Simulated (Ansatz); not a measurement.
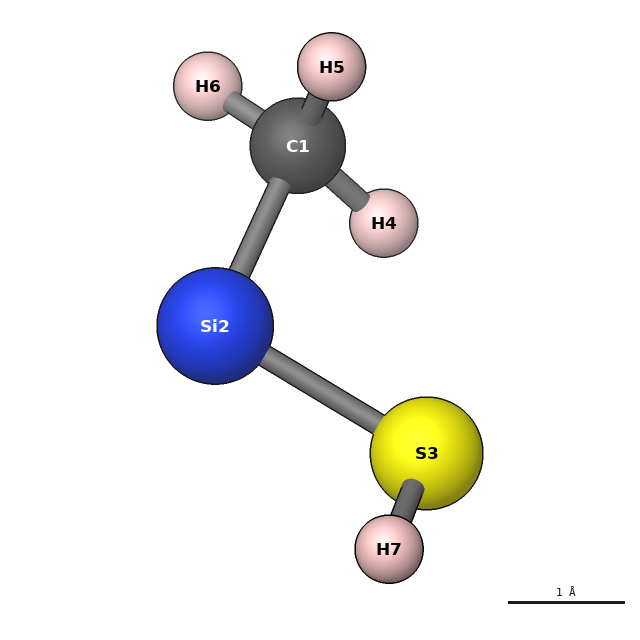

Simulated data, not a measurement (program: Ansatz).

The atoms are numbered. Geometry: moved along internal coordinates away from the minimum.

Which atoms are bonded, and how long are the bonds?

| bond | length (Å) | order |
| --- | --- | --- |
| C1–Si2 | 1.900 | single |
| C1–H4 | 1.092 | single |
| C1–H5 | 1.099 | single |
| C1–H6 | 1.093 | single |
| Si2–S3 | 2.131 | single |
| S3–H7 | 1.344 | single |
